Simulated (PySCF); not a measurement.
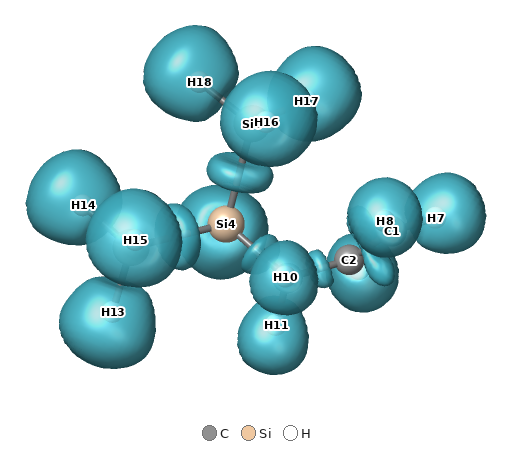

Figure. C₃H₁₂Si₃ (SMILES C=CC[SiH]([SiH3])[SiH3]). Isosurface of the electron localisation function at 0.85 (cyan), seen at a tilt. Only the valence region is drawn (cores and ρ < 0.01 e/Å³ removed).

Geometry: PBE0-D3(BJ)/def2-SVP.

Method: PBE0/pcSseg-1, SCF density, gas phase, non-relativistic in PySCF.

Input file:

```
{"job": {"kind": "nmr", "xc": "PBE0", "basis": "pcSseg-1"}, "charge": 0, "multiplicity": 1}
C      2.714334     0.944272     0.226648
C      2.038626     0.228048    -0.676517
C      1.046092    -0.840529    -0.362386
Si    -0.740045    -0.218552    -0.626138
Si    -2.281896    -1.836480     0.087053
Si    -1.060795     1.726096     0.645577
H      3.396591     1.742277    -0.075702
H      2.609002     0.757202     1.300688
H      2.175746     0.460415    -1.740806
H      1.127804    -1.159762     0.689960
H      1.195529    -1.732604    -0.994051
H     -0.970000     0.083388    -2.077043
H     -2.103275    -3.127025    -0.650379
H     -3.684105    -1.356939    -0.115184
H     -2.075977    -2.097299     1.547025
H     -0.610455     1.457785     2.048362
H     -0.296582     2.892170     0.108105
H     -2.514314     2.081340     0.680921
```

Launched as:

```sh
OMP_NUM_THREADS=1 python probes_run.py task.json out
```

What do the ELF domains correspond to?

Answer. The surface consists of two regions between bonded C–C atoms (shared pairs), one region between bonded C–Si atoms (shared pairs), two regions between bonded Si–Si atoms (shared pairs) and twelve regions around hydrogen nuclei.

Values along the shortest contacts:
C–C (1.34 Å): the ELF peaks at about 0.90 between the atoms (a multiple bond). C–Si (1.91 Å): the ELF peaks at about 0.95 between the atoms, as expected for a shared electron pair.
